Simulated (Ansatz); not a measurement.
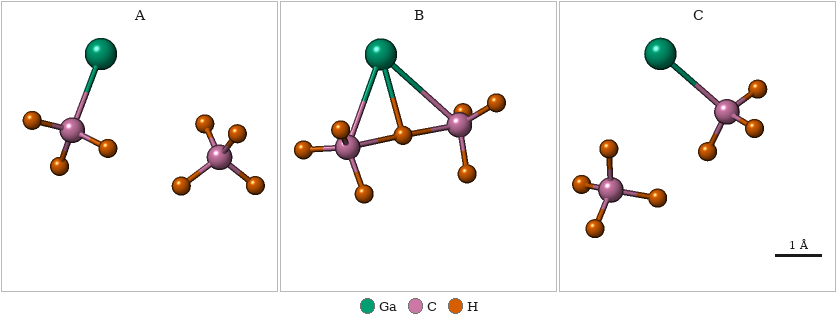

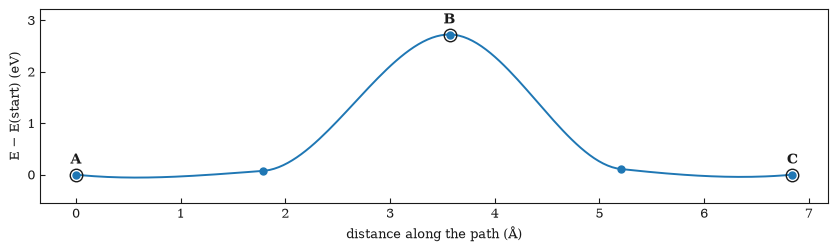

A search for the minimum-energy path of C₂H₇Ga, made up of CH3Ga and CH4 by the nudged elastic band. Images are numbered from 0 (start) to 4 (end). Frames A to C are images 0, 2, 4. The picture is a ball-and-stick view, seen at a tilt.

Computed with RHF/6-31G (Ansatz). Run with 3 movable images; climbing image.

What happens along the path, and what is the barrier?

The two ends have the same energy, and the highest point, image 2, lies 2.72 eV above the start. Breaking: C–Ga (2.04 → 3.57 Å), C–H (1.09 → 3.11 Å). Forming: C–H (3.14 → 1.09 Å), C–Ga (3.57 → 2.04 Å). The band converged in 24 iterations. The largest component of the band force went from 4.1 to 0.029 eV/Å. The climbing image converged on the top of the path. Its curvatures weren't checked. The largest force component is 0.26 eV/Å at the start and 0.26 eV/Å at the end; an end with forces this large is no minimum, and the barrier measured from it can be far off.

Limits of the set-up: the start holds two separate molecules, 2.9 Å apart at their closest, whose relative position is a soft coordinate and is computed without a dispersion correction; the basis has no polarisation functions, which atoms past neon need; Hartree-Fock leaves out electron correlation.

Cost: 50 s on 4 threads of Arm Neoverse V2, with other jobs on the host.
